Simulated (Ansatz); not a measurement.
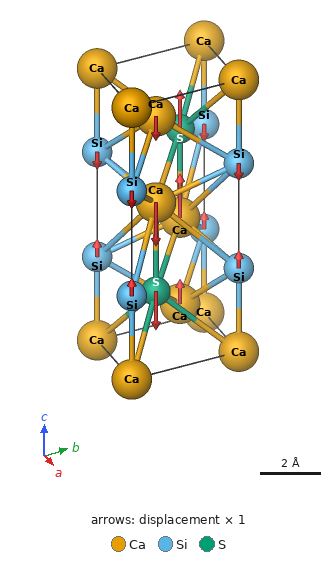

A relaxation of crystalline Ca$_{5}$Si$_{2}$S$_{2}$ (a generated structure, set up in P-3m1) (coarse preliminary run). The starting structure is drawn; red arrows show the displacements (the part carried along by the change of the cell is left out), at their true length.

Style: ball-and-stick. Shown: the cell of the calculation, slightly off an axis.

All numbers below come from DFT PBE, scalar-relativistic, plane waves, PAW (Ansatz 0.2.0). Settings: plane-wave cutoff 420 eV; k-point mesh 6 × 6 × 2; occupations gaussian; smearing width 0.1 eV; no spin polarisation; cell and atoms relaxed; force threshold 0.04 eV/Å; at most 70 steps.

### Describe the change and its energy.

The largest moves relative to the cell, 1.54 Å, are those of Ca atoms. Largest moves by element: Ca 1.54 Å, S 1.37 Å, Si 0.64 Å. Cell: a = b 4.932 → 4.960 Å (+0.6 %), c 9.431 → 9.812 Å (+4.0 %). Volume +5.2 %. Some distances before and after: Ca–S 3.362 → 5.562 Å, Ca–Ca 5.145 → 3.518 Å, Si–Si 3.638 → 2.512 Å, S–Si 2.913 → 3.897 Å. Bonds break, among them: Ca–S (3.36 → 5.56 Å). Among the angles between lasting bonds that change: Ca–S–Ca 67.1° → 109.0°, Ca–S–Ca 112.9° → 71.0°, Ca–S–Ca 105.8° → 109.9°. The space group stays P-3m1 (No. 164). After 13 accepted moves (14 points after the start) the energy has fallen by 1104 meV per atom. The largest force component goes from 1.1 to 0.0068 eV/Å. Pressure: 4.80 GPa at the start and 0.02 GPa at the end. The SCF was repeated once at an unchanged geometry on a basis and grid sized afresh for the cell, which shifted the energy by 0.1 meV per atom at most.
